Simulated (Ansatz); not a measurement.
Take SiSe2 (space group Ibam, No. 72; a = 6.301 Å, b = 9.302 Å, c = 5.856 Å; made of chains) as the base.

The change: full substitution Si → Sn; the structure is relaxed again.

Method: Ansatz (a first-principles code), PBEsol, PAW, cutoff 420 eV, no spin-orbit coupling.

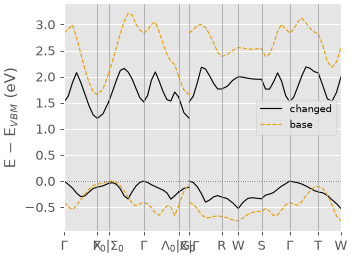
Figure: Highest valence and lowest conduction band along the path, each from its own valence-band maximum

Task: Read the changed gap and its character from the plot.

Result: About 1.20 eV, indirect, Γ → X.

No phonon test of stability was made. As relaxed here, SnSe2 is a hypothetical phase, not in the database extracts checked. No dispersion term is included in the PBEsol runs.
